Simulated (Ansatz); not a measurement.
# Nudged elastic band, with input and output: GaN2H7O

System: GaN2H7O.
Method: RKS revPBE-D4/def2-SVP (Ansatz 0.2.0).

It belongs to a series of runs on one base structure; here: band between the two ends.

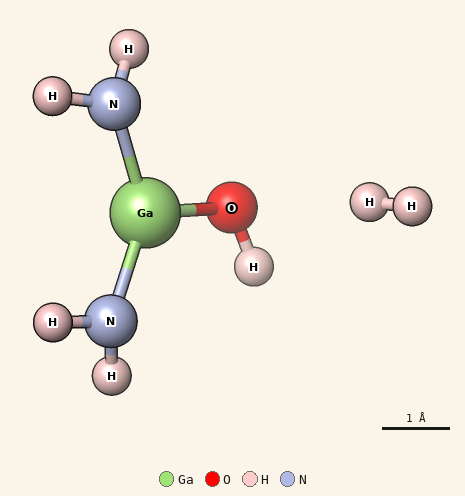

The input geometry (ball-and-stick view, seen at a tilt). Sticks mark near contacts.

### Input file
```yaml
crystal:
  periodic: [false, false, false]
  atoms:
    - { symbol: Ga, position_ang: [-0.034617, -0.24387, -0.226896] }
    - { symbol: O, position_ang: [0.097192, -0.067064, 1.58182] }
    - { symbol: H, position_ang: [-0.777499, 0.021785, 2.000994] }
    - { symbol: "N", position_ang: [1.566291, -0.114788, -1.119045] }
    - { symbol: H, position_ang: [1.662705, -0.547102, -2.041421] }
    - { symbol: H, position_ang: [2.411769, -0.289269, -0.568374] }
    - { symbol: "N", position_ang: [-1.685385, -0.213597, -1.056408] }
    - { symbol: H, position_ang: [-2.478774, -0.615326, -0.54686] }
    - { symbol: H, position_ang: [-1.728343, -0.528185, -2.030988] }
    - { symbol: H, position_ang: [0.064996, 3.109874, 1.995886] }
    - { symbol: H, position_ang: [0.140764, 2.350142, 1.90619] }
basis:
  gaussian: { orbitals: def2-SVP }
hamiltonian:
  xc: revpbe
  dispersion: d4
neb:
  order_check: false
  images: 4
  f_tol: 0.05
  max_iterations: 60
  climbing: false
  final_atoms:
    - { symbol: Ga, position_ang: [0.19234002, 0.88022171, -0.30933024] }
    - { symbol: O, position_ang: [-0.11758259, 0.08275702, 1.7837938] }
    - { symbol: H, position_ang: [-0.96186594, -0.18799593, 1.27422219] }
    - { symbol: "N", position_ang: [1.58668052, -0.0391243, -1.11871978] }
    - { symbol: H, position_ang: [1.55781172, -1.06249351, -1.07071862] }
    - { symbol: H, position_ang: [2.53819908, 0.26061725, -0.88156337] }
    - { symbol: "N", position_ang: [-1.50762955, -0.02830354, -0.40279858] }
    - { symbol: H, position_ang: [-1.53875112, -0.84092424, -1.0319289] }
    - { symbol: H, position_ang: [-2.31276263, 0.56137102, -0.64785312] }
    - { symbol: H, position_ang: [0.20936336, 2.43901393, -0.08348803] }
    - { symbol: H, position_ang: [-0.40670386, 0.79746057, 2.38328266] }
  initial_path:
    images:
      - { positions_ang: [[-0.034617, -0.24387, -0.226896], [0.097192, -0.067064, 1.58182], [-0.777499, 0.021785, 2.000994], [1.566291, -0.114788, -1.119045], [1.662705, -0.547102, -2.041421], [2.411769, -0.289269, -0.568374], [-1.685385, -0.213597, -1.056408], [-2.478774, -0.615326, -0.54686], [-1.728343, -0.528185, -2.030988], [0.064996, 3.109874, 1.995886], [0.140764, 2.350142, 1.90619]] }
      - { positions_ang: [[-0.02203926, -0.14606504, -0.12826967], [0.06376887, 0.02629653, 1.81036373], [-0.82514877, -0.01742898, 2.2075226], [1.60396159, -0.10720864, -1.05297827], [1.84306738, -0.74285246, -1.67963699], [2.29544624, 0.14316251, -0.86322027], [-1.68401913, -0.14908249, -1.00621622], [-2.43133966, -0.70913396, -0.63401475], [-1.80729199, -0.03045482, -1.86627322], [0.08192541, 2.59085963, 1.38536821], [0.12076832, 2.00450772, 1.72225285]] }
      - { positions_ang: [[-0.00946152, -0.04826008, -0.02964334], [0.03034574, 0.11965705, 2.03890745], [-0.87279853, -0.05664296, 2.4140512], [1.64163218, -0.09962927, -0.98691155], [2.02342976, -0.93860292, -1.31785298], [2.17912348, 0.57559402, -1.15806653], [-1.68265326, -0.08456798, -0.95602445], [-2.38390532, -0.80294192, -0.7211695], [-1.88624098, 0.46727536, -1.70155843], [0.09885482, 2.07184527, 0.77485043], [0.10077264, 1.65887343, 1.53831569]] }
      - { positions_ang: [[0.03592988, 0.17655827, -0.04613018], [-0.01260918, 0.14962126, 2.07930221], [-0.90967192, -0.09859915, 2.26869684], [1.64571008, -0.08449653, -0.9868465], [2.0024511, -1.04168122, -1.12371251], [2.2044095, 0.68557127, -1.22070441], [-1.64710217, -0.04750929, -0.82530256], [-2.19590075, -0.84806157, -0.81818328], [-2.0031249, 0.68518656, -1.42493146], [0.12772829, 1.93767325, 0.35897562], [-0.00872093, 1.34833715, 1.63373422]] }
      - { positions_ang: [[0.11413495, 0.52838999, -0.17773021], [-0.06509589, 0.11618914, 1.93154801], [-0.93576893, -0.14329754, 1.77145952], [1.6161953, -0.06181041, -1.05278314], [1.78013141, -1.05208736, -1.09721556], [2.37130429, 0.47309426, -1.05113389], [-1.57736586, -0.03790642, -0.61405057], [-1.86732593, -0.84449291, -0.92505609], [-2.15794377, 0.62327879, -1.03639229], [0.16854583, 2.18834359, 0.1377438], [-0.2077124, 1.07289886, 2.00850844]] }
      - { positions_ang: [[0.19234002, 0.88022171, -0.30933024], [-0.11758259, 0.08275702, 1.7837938], [-0.96186594, -0.18799593, 1.27422219], [1.58668052, -0.0391243, -1.11871978], [1.55781172, -1.06249351, -1.07071862], [2.53819908, 0.26061725, -0.88156337], [-1.50762955, -0.02830354, -0.40279858], [-1.53875112, -0.84092424, -1.0319289], [-2.31276263, 0.56137102, -0.64785312], [0.20936336, 2.43901393, -0.08348803], [-0.40670386, 0.79746057, 2.38328266]] }
```

Hardware: 4 threads of Arm Neoverse V2, 24 GiB of memory available, shared host.

Run as:
```bash
ansatz run input.yaml --threads 4 --pin off --max-ram 5120MiB --backend cpu --events-out ev --progress --plain --runs-dir out
```

### What the program printed
```
Engine: ansatz 0.2.0, aarch64-unknown-linux-gnu
Functional definition: revPBE
  parameter kappa = 1.245
  parameter beta = 0.06672455060314922
  exchange = pbe_x(kappa = kappa, mu = beta*pi^2/3)
  correlation = pbe_c(beta = beta)
1248 factors; their error is unknown
mean field evaluation 1: about -57482.8871 eV, gradient 1.1e2 eV
mean field evaluation 2: about -57410.5223 eV, gradient 2.0e2 eV
mean field evaluation 4: about -57502.6214 eV, gradient 2.7e1 eV
mean field evaluation 8: about -57504.1347 eV, gradient 2.3e-1 eV
mean field evaluation 16: about -57504.0807 eV, gradient 2.3e-4 eV
mean field -57504.08065685 eV, -2113.2359864734 hartree, gradient 5.0e-5 eV, S^2 0.000000; 0 other end points of the search recorded, 0 dependent functions left out
the calculation of the forces begins
reference -57504.08071023 eV, -2113.2359884350 hartree; 30, 30 occupied and 79, 79 virtual orbitals, 1248 factors
1248 factors; their error is unknown
mean field evaluation 32: about -57504.2941 eV, gradient 1.6e-3 eV
mean field -57504.29409309 eV, -2113.2438301106 hartree, gradient 4.6e-5 eV, S^2 0.000000; 0 other end points of the search recorded, 0 dependent functions left out
[... from here on the field's lines of each further geometry are left out, up to the last ...]
NEB iter   1: max|band force component| = 2.665e1 eV/Å  barrier→ = 4.4940 eV  barrier← = 4.7857 eV  Δτ_max = 0.2000 Å  (166 SCF iters)
NEB iter   2: max|band force component| = 1.611e0 eV/Å  barrier→ = 1.0871 eV  barrier← = 1.3788 eV  Δτ_max = 0.1995 Å  (140 SCF iters)
NEB iter   3: max|band force component| = 1.022e0 eV/Å  barrier→ = 0.8601 eV  barrier← = 1.1518 eV  Δτ_max = 0.1966 Å  (130 SCF iters)
NEB iter   4: max|band force component| = 7.087e-1 eV/Å  barrier→ = 0.7060 eV  barrier← = 0.9977 eV  Δτ_max = 0.1956 Å  (126 SCF iters)
NEB iter   5: max|band force component| = 1.898e0 eV/Å  barrier→ = 0.5303 eV  barrier← = 0.8220 eV  Δτ_max = 0.0988 Å  (130 SCF iters)
NEB iter   6: max|band force component| = 4.305e-1 eV/Å  barrier→ = 0.4337 eV  barrier← = 0.7254 eV  Δτ_max = 0.1953 Å  (116 SCF iters)
NEB iter   7: max|band force component| = 3.615e-1 eV/Å  barrier→ = 0.3309 eV  barrier← = 0.6227 eV  Δτ_max = 0.0833 Å  (121 SCF iters)
NEB iter   8: max|band force component| = 5.045e-1 eV/Å  barrier→ = 0.3084 eV  barrier← = 0.6001 eV  Δτ_max = 0.0419 Å  (116 SCF iters)
NEB iter   9: max|band force component| = 1.400e-1 eV/Å  barrier→ = 0.3143 eV  barrier← = 0.6060 eV  Δτ_max = 0.0268 Å  (119 SCF iters)
NEB iter  10: max|band force component| = 7.925e-2 eV/Å  barrier→ = 0.3125 eV  barrier← = 0.6042 eV  Δτ_max = 0.0277 Å  (117 SCF iters)
NEB iter  11: max|band force component| = 6.660e-2 eV/Å  barrier→ = 0.3126 eV  barrier← = 0.6043 eV  Δτ_max = 0.0137 Å  (119 SCF iters)
the calculation of the forces begins
reference -57504.09756610 eV, -2113.2366078768 hartree; 30, 30 occupied and 79, 79 virtual orbitals, 1248 factors
1248 factors; their error is unknown
mean field -57503.70540190 eV, -2113.2221961082 hartree, gradient 8.8e-6 eV, S^2 0.000000; 1 other end points of the search recorded, 0 dependent functions left out
the calculation of the forces begins
reference -57503.70545382 eV, -2113.2221980163 hartree; 30, 30 occupied and 79, 79 virtual orbitals, 1248 factors
NEB iter  12: max|band force component| = 1.544e-2 eV/Å  barrier→ = 0.3128 eV  barrier← = 0.6045 eV  Δτ_max = 0.0000 Å  (234 SCF iters)
```

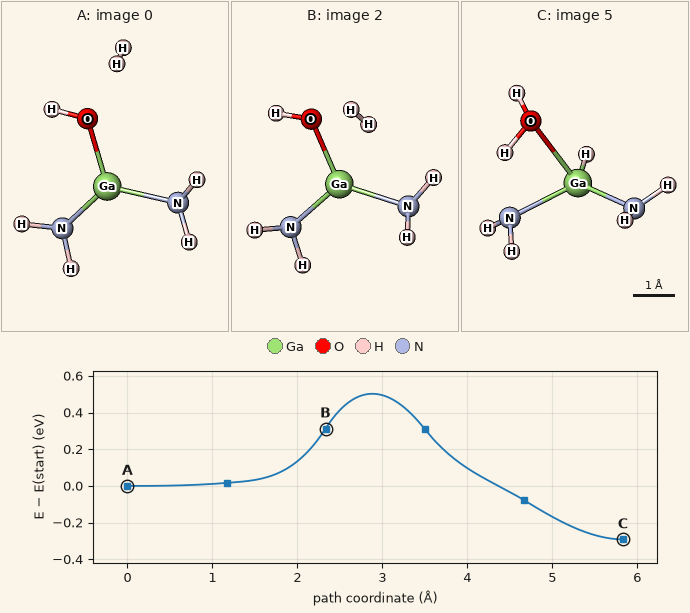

Images of the last band (counted from 0; ball-and-stick, seen at a tilt) above the energy along the path; the line is a cubic interpolation that uses the forces. The highest image is number 2, 0.313 eV above the start and 0.604 eV above the end; the end lies 0.292 eV below the start. The path is 5.83 Å long. The band converged in 12 iterations.

```
Total energy: -57504.25817253 eV, -2113.2425100544 hartree
Atom 0 at    -0.015772     0.057876    -0.024690 Å, force    -0.015920    -0.442478     0.187182 eV/Å
Atom 1 at     0.007360    -0.153020     1.816113 Å, force     0.021767    -0.250944    -0.091119 eV/Å
Atom 2 at    -0.901330    -0.075190     2.166124 Å, force     0.034815    -0.052778    -0.016122 eV/Å
Atom 3 at     1.540103     0.135957    -1.033093 Å, force    -0.013301     0.044374     0.047173 eV/Å
Atom 4 at     1.658165    -0.724760    -1.584411 Å, force     0.009384     0.108898    -0.055384 eV/Å
Atom 5 at     2.412968     0.277968    -0.511738 Å, force    -0.037239    -0.028256     0.083943 eV/Å
Atom 6 at    -1.712356     0.026181    -0.771572 Å, force     0.017382    -0.042414    -0.006977 eV/Å
Atom 7 at    -2.264276    -0.766691    -0.426001 Å, force    -0.161458     0.053427    -0.008185 eV/Å
Atom 8 at    -1.779536     0.036154    -1.794864 Å, force     0.047097    -0.005864    -0.004827 eV/Å
Atom 9 at     0.164967     2.279506     0.726419 Å, force     0.014430     0.138511     0.259500 eV/Å
Atom 10 at     0.128806     1.768621     1.332612 Å, force     0.083043     0.477523    -0.395183 eV/Å
Dipole moment:    -0.127678    -0.241258    -0.192478 e Å
this run last wrote the band of iteration 12 to [file]
```

### The last band as extended XYZ (Å, eV, eV/Å)
```
11
Properties=species:S:1:pos:R:3:forces:R:3 image=0 energy=-57504.57087
Ga   -0.0346   -0.2439   -0.2269   -0.0016   0.0036   0.0038
O     0.0972   -0.0671    1.5818    0.0076  -0.0028  -0.0159
H    -0.7775    0.0218    2.0010   -0.0088   0.0012   0.0081
N     1.5663   -0.1148   -1.1190    0.0093   0.0031  -0.0025
H     1.6627   -0.5471   -2.0414   -0.0036   0.0009   0.0089
H     2.4118   -0.2893   -0.5684   -0.0040  -0.0027  -0.0040
N    -1.6854   -0.2136   -1.0564   -0.0147  -0.0204   0.0032
H    -2.4788   -0.6153   -0.5469    0.0163   0.0125  -0.0137
H    -1.7283   -0.5282   -2.0310   -0.0002   0.0049   0.0125
H     0.0650    3.1099    1.9959    0.0005  -0.0139  -0.0009
H     0.1408    2.3501    1.9062   -0.0009   0.0137   0.0006
11
Properties=species:S:1:pos:R:3:forces:R:3 image=1 energy=-57504.55461
Ga   -0.0506   -0.2227   -0.0938   -0.0027  -0.0088  -0.0031
O     0.0670   -0.2856    1.7237    0.0055  -0.0026  -0.0023
H    -0.8067   -0.1784    2.1421    0.0034  -0.0003  -0.0008
N     1.5452    0.0458   -0.9699   -0.0006  -0.0080   0.0011
H     1.6706   -0.3858   -1.8896    0.0012   0.0128  -0.0100
H     2.3900   -0.1069   -0.4109    0.0004  -0.0158   0.0039
N    -1.7065   -0.1135   -0.9046   -0.0006  -0.0094  -0.0026
H    -2.4732   -0.6546   -0.4942   -0.0080   0.0048  -0.0028
H    -1.7442   -0.2064   -1.9241    0.0014  -0.0110  -0.0044
H     0.1675    2.8377    1.2055   -0.0016   0.0221   0.0160
H     0.1799    2.1332    1.5108    0.0015   0.0163   0.0050
11
Properties=species:S:1:pos:R:3:forces:R:3 image=2 energy=-57504.25812
Ga   -0.0158    0.0579   -0.0247   -0.0159  -0.4425   0.1872
O     0.0074   -0.1530    1.8161    0.0218  -0.2509  -0.0911
H    -0.9013   -0.0752    2.1661    0.0348  -0.0528  -0.0161
N     1.5401    0.1360   -1.0331   -0.0133   0.0444   0.0472
H     1.6582   -0.7248   -1.5844    0.0094   0.1089  -0.0554
H     2.4130    0.2780   -0.5117   -0.0372  -0.0283   0.0839
N    -1.7124    0.0262   -0.7716    0.0174  -0.0424  -0.0070
H    -2.2643   -0.7667   -0.4260   -0.1615   0.0534  -0.0082
H    -1.7795    0.0362   -1.7949    0.0471  -0.0059  -0.0048
H     0.1650    2.2795    0.7264    0.0144   0.1385   0.2595
H     0.1288    1.7686    1.3326    0.0830   0.4775  -0.3952
11
Properties=species:S:1:pos:R:3:forces:R:3 image=3 energy=-57504.26065
Ga    0.0030    0.6222   -0.2611    0.0221   0.4067  -0.1687
O    -0.0022    0.1376    1.9235   -0.0165   0.2351   0.0837
H    -0.9255   -0.0373    2.1959   -0.0273   0.0441   0.0177
N     1.5577    0.0790   -1.1010    0.0103  -0.0555  -0.0351
H     1.6281   -0.8370   -1.5496   -0.0033  -0.0862   0.0419
H     2.4434    0.3067   -0.6399    0.0294   0.0202  -0.0702
N    -1.7404    0.0940   -0.7528   -0.0189   0.0437   0.0180
H    -2.0694   -0.8204   -0.4185    0.1421  -0.0567  -0.0033
H    -1.8558    0.0748   -1.7745   -0.0483   0.0031  -0.0021
H     0.1556    2.1060    0.4208   -0.0228  -0.1275  -0.2262
H     0.0445    1.1370    1.8521   -0.0670  -0.4269   0.3441
11
Properties=species:S:1:pos:R:3:forces:R:3 image=4 energy=-57504.64777
Ga    0.0888    0.7651   -0.3013    0.0185   0.0295  -0.0071
O    -0.0908    0.0913    1.8743   -0.0219  -0.0019  -0.0096
H    -1.0595   -0.0376    1.7413   -0.0327   0.0115  -0.1256
N     1.5712    0.0143   -1.1202    0.0037  -0.0240  -0.0048
H     1.5694   -0.9675   -1.4085   -0.0075  -0.0356   0.0458
H     2.5013    0.2646   -0.7724    0.0124  -0.0056  -0.0316
N    -1.6528    0.0234   -0.5138    0.0206  -0.0357   0.0483
H    -1.6653   -0.9912   -0.6838    0.1137  -0.0420  -0.0659
H    -2.1585    0.4243   -1.3162   -0.0797   0.0788   0.1309
H     0.1750    2.2802    0.1528    0.0009   0.0532  -0.0854
H    -0.0396    0.9957    2.2428   -0.0280  -0.0281   0.1051
11
Properties=species:S:1:pos:R:3:forces:R:3 image=5 energy=-57504.86260
Ga    0.1923    0.8802   -0.3093    0.0027   0.0155   0.0051
O    -0.1176    0.0828    1.7838    0.0047   0.0110   0.0124
H    -0.9619   -0.1880    1.2742   -0.0088  -0.0061  -0.0157
N     1.5867   -0.0391   -1.1187    0.0174   0.0228   0.0024
H     1.5578   -1.0625   -1.0707   -0.0035  -0.0235   0.0013
H     2.5382    0.2606   -0.8816   -0.0147  -0.0016  -0.0038
N    -1.5076   -0.0283   -0.4028   -0.0127  -0.0120  -0.0132
H    -1.5388   -0.8409   -1.0319   -0.0024   0.0095   0.0078
H    -2.3128    0.5614   -0.6479    0.0111  -0.0047   0.0041
H     0.2094    2.4390   -0.0835    0.0002  -0.0071  -0.0025
H    -0.4067    0.7975    2.3833    0.0059  -0.0038   0.0023
```

### Results in brief

```tsv
quantity	value
outcome	converged
barrier, forward	0.313 eV
barrier, backward	0.605 eV
wall time	58 s (CPU time 3.4 min)
peak memory	0.13 GiB
```

### Notes

The order of the saddle point was not checked.
